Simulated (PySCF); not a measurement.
**C2H2F4 (SMILES FCC(F)(F)F): levels of theory compared**

Aim: a comparison of 6 runs (HF/STO-3G, B2PLYP/6-31G**, B2PLYP/cc-pVDZ, PBE0/def2-SVP, CAM-B3LYP/6-311G**, TPSS/aug-cc-pVDZ) of C2H2F4. The job is set up through a Python script.

The results are computed with PySCF 2.14.0.

## (1) The molecule

C2H2F4: 8 atoms, total charge 0, spin state singlet. As SMILES, `FCC(F)(F)F`. The shape is that of a PBE0-D4/def2-TZVP optimisation.

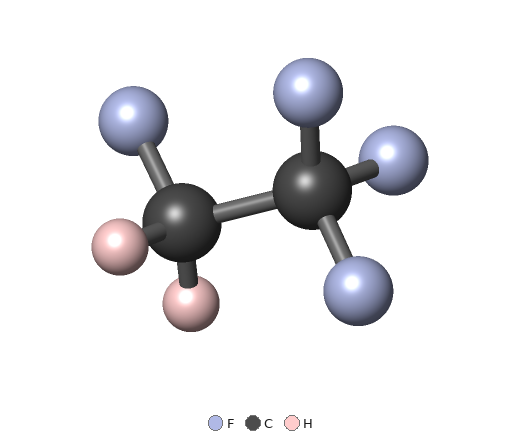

Viewed from a chosen angle; fluorine light blue, carbon dark grey, hydrogen pink.

## (2) Energy and forces at HF/STO-3G (run 1)

Input file calc.py:

```python
# FCC(F)(F)F
from pyscf import gto, scf

mol = gto.M(
    atom='''
F   -0.224600  -1.506500   0.915200
C   -0.211200  -0.737800  -0.211700
C    0.211200   0.674300   0.135500
F    1.434400   0.711300   0.662400
F    0.217100   1.411800  -0.982100
F   -0.624600   1.243600   1.002900
H    0.502000  -1.148600  -0.930100
H   -1.212300  -0.705100  -0.647900
''',
    spin=0,
    verbose=3,
    basis='sto-3g',
    max_memory=1860,
    charge=0,
)

myscf = scf.RHF(mol)
myscf.conv_tol = 1e-10
myscf.kernel()
if not myscf.converged:
    myscf = myscf.newton().run(myscf.mo_coeff, myscf.mo_occ)

e_final = myscf.e_tot
print('E(%s) = %.9f' % ('HF', e_final))
grad = myscf.nuc_grad_method().kernel()
myscf.analyze()
```

On the command line:

```console
OMP_NUM_THREADS=1 python calc.py
```

Log:

```text
converged SCF energy = -468.122370820978
[... 11 lines left out ...]
MO #2   energy= -25.975565635644   occ= 2
[... 5 lines left out ...]
MO #8   energy= -1.52187576701792  occ= 2
[... 5 lines left out ...]
MO #14  energy= -0.697592974803309 occ= 2
[... 5 lines left out ...]
MO #20  energy= -0.510078888502558 occ= 2
[... 5 lines left out ...]
MO #26  energy= 0.502320334975524  occ= 0
[... 5 lines left out ...]
MO #32  energy= 0.726099968683571  occ= 0
[... 9 lines left out ...]
Dipole moment(X, Y, Z, Debye): -0.35555, -0.64317, -1.14805
```

Run time: 3.9 s. Hardware: 1 thread of Intel Xeon at 2.50GHz (Skylake/Cascade Lake), shared host; peak memory 0.12 GiB.

## (3) The energy at B2PLYP/6-31G(d,p) (spherical functions) (run 2)

Input file calc.py:

```python
from pyscf import gto, dft, mp

mol = gto.M(
    atom='''
F     -0.224600    -1.506500     0.915200
C     -0.211200    -0.737800    -0.211700
C      0.211200     0.674300     0.135500
F      1.434400     0.711300     0.662400
F      0.217100     1.411800    -0.982100
F     -0.624600     1.243600     1.002900
H      0.502000    -1.148600    -0.930100
H     -1.212300    -0.705100    -0.647900
''',
    basis='6-31g**',
    max_memory=1860,
    spin=0,
    verbose=4,
)

ks = dft.RKS(mol, xc='0.53*HF + 0.47*B88, 0.73*LYP')
ks.conv_tol = 1e-10
ks.grids.level = 5
ks.kernel()
if not ks.converged:
    ks = ks.newton().run(ks.mo_coeff, ks.mo_occ)

pt = mp.MP2(ks, frozen=6).run()
energy = ks.e_tot + 0.27 * pt.e_corr
print('PT2 part  %.8f' % (0.27 * pt.e_corr))
print(f'total energy: {energy:.8f} hartree')
dip = ks.dip_moment()
pop, q = ks.mulliken_pop()
```

On the command line:

```console
OMP_NUM_THREADS=1 python calc.py
```

Log:

```text
PySCF version 2.14.0

[... 80 lines left out ...]
converged SCF energy = -476.081959760669
[... 9 lines left out ...]
total energy: -476.38645909 hartree
Dipole moment(X, Y, Z, Debye): -0.49176, -0.81557, -1.70426
[... 103 lines left out ...]
charge of    7H =      0.13086
```

Run time: 41 s. Hardware: 1 thread of Intel Xeon at 2.50GHz (Skylake/Cascade Lake), shared host; peak memory 0.48 GiB.

## (4) A single-point energy at B2PLYP/cc-pVDZ (run 3)

Input file input.xyz:

```xyz
8
C2H2F4
F     -0.224600    -1.506500     0.915200
C     -0.211200    -0.737800    -0.211700
C      0.211200     0.674300     0.135500
F      1.434400     0.711300     0.662400
F      0.217100     1.411800    -0.982100
F     -0.624600     1.243600     1.002900
H      0.502000    -1.148600    -0.930100
H     -1.212300    -0.705100    -0.647900
```

Input file calc.py:

```python
from pyscf import gto, dft, mp

mol = gto.M(
    atom='input.xyz',
    max_memory=1860,
    basis='cc-pvdz',
    charge=0,
    verbose=4,
    spin=0,
)

ks = dft.RKS(mol, xc='0.53*HF + 0.47*B88, 0.73*LYP')
ks.conv_tol = 1e-10
ks.grids.level = 5
ks.kernel()
if not ks.converged:
    ks = ks.newton().run(ks.mo_coeff, ks.mo_occ)

pt = mp.MP2(ks, frozen=6).run()
etot = ks.e_tot + 0.27 * pt.e_corr
print('PT2 part  %.8f' % (0.27 * pt.e_corr))
print(f'total energy: {etot:.8f} hartree')
ks.analyze()
```

On the command line:

```console
OMP_NUM_THREADS=1 python calc.py
```

Log:

```text
PySCF version 2.14.0

[... 103 lines left out ...]
MO #4   energy= -25.3792326050069  occ= 2
[... 17 lines left out ...]
MO #22  energy= -0.529442396049201 occ= 2
[... 17 lines left out ...]
MO #40  energy= 0.686109406224718  occ= 0
[... 17 lines left out ...]
MO #58  energy= 1.56457024115865   occ= 0
[... 17 lines left out ...]
MO #76  energy= 3.68723128089433   occ= 0
[... 17 lines left out ...]
MO #94  energy= 4.28765209609701   occ= 0
[... 105 lines left out ...]
Dipole moment(X, Y, Z, Debye): -0.51535, -0.87365, -1.75622
```

It took 43 s on 1 thread of Intel Xeon at 2.50GHz (Skylake/Cascade Lake), shared host; peak memory 0.48 GiB.

Runs 4 to 5 aren't shown in full; the table further down has their settings and results.

## (5) Energy and forces at TPSS/aug-cc-pVDZ (run 6)

Input file input.py:

```python
# FCC(F)(F)F
from pyscf import gto, dft

system = gto.Mole()
system.atom = [
    ('F', (-0.224600, -1.506500, 0.915200)),
    ('C', (-0.211200, -0.737800, -0.211700)),
    ('C', (0.211200, 0.674300, 0.135500)),
    ('F', (1.434400, 0.711300, 0.662400)),
    ('F', (0.217100, 1.411800, -0.982100)),
    ('F', (-0.624600, 1.243600, 1.002900)),
    ('H', (0.502000, -1.148600, -0.930100)),
    ('H', (-1.212300, -0.705100, -0.647900)),
]
system.max_memory = 1860
system.spin = 0
system.basis = 'aug-cc-pvdz'
system.verbose = 4
system.build()

calc0 = dft.RKS(system, xc='tpss')
calc0.conv_tol = 1e-10
calc0.grids.level = 5
calc0.kernel()
if not calc0.converged:
    calc0 = calc0.newton().run(calc0.mo_coeff, calc0.mo_occ)

e_final = calc0.e_tot
print('Final energy', e_final)
grad = calc0.nuc_grad_method().kernel()
dip = calc0.dip_moment()
pop, q = calc0.mulliken_pop()
```

On the command line:

```console
OMP_NUM_THREADS=1 python input.py
```

Log:

```text
PySCF version 2.14.0

[... 79 lines left out ...]
converged SCF energy = -476.892907082933
Final energy -476.89290708293305
[... 12 lines left out ...]
Dipole moment(X, Y, Z, Debye): -0.48801, -0.83426, -1.65182
[... 165 lines left out ...]
charge of    7H =     -0.19720
```

Run time: 3.7 min. Hardware: 1 thread of Intel Xeon at 2.50GHz (Skylake/Cascade Lake), shared host; peak memory 1.9 GiB.

## (6) Overview of the runs

| run | level | task | frozen core orbitals | energy (Eh) | dipole moment (D) | HOMO energy (eV) | LUMO energy (eV) | wall time |
| --- | --- | --- | --- | --- | --- | --- | --- | --- |
| 1 | HF/STO-3G | gradient | – | -468.122371 | 1.36 | -10.70 | 13.67 | 3.9 s |
| 2 | B2PLYP/6-31G** (spherical functions) | energy | 6 | -476.386459 | 1.95 | -11.88 | 3.97 | 41 s |
| 3 | B2PLYP/cc-pVDZ | energy | 6 | -476.436705 | 2.03 | -11.99 | 3.04 | 43 s |
| 4 | PBE0/def2-SVP | gradient | – | -475.958924 | 1.94 | -10.29 | 1.86 | 57 s |
| 5 | CAM-B3LYP/6-311G** | gradient | – | -476.796661 | 2.00 | -11.87 | 2.33 | 2.4 min |
| 6 | TPSS/aug-cc-pVDZ | gradient | – | -476.892907 | 1.91 | -8.81 | -0.45 | 3.7 min |

## (7) What came out

| quantity | value |
| --- | --- |
| run 6: total energy | -476.89291 Eh |
| run 6: dipole moment | 1.91 D |
| run 6: HOMO energy | -8.81 eV |
| run 6: LUMO energy | -0.45 eV |
| run 6: HOMO–LUMO gap | 8.36 eV |
| run 6: largest force on an atom | 1.389 eV/Å |

The dipole moment (its size) runs from 1.36 D (HF/STO-3G) to 2.03 D (B2PLYP/cc-pVDZ). The two ends differ in method and basis. A double hybrid's value is that of its SCF part. The HOMO–LUMO gap runs from 8.36 eV (TPSS/aug-cc-pVDZ) to 24.37 eV (HF/STO-3G). Totals of different functionals can't be ranked against each other. In run 1 the basis is minimal, so the values are rough. All runs together took 8.5 min, the longest 3.7 min.
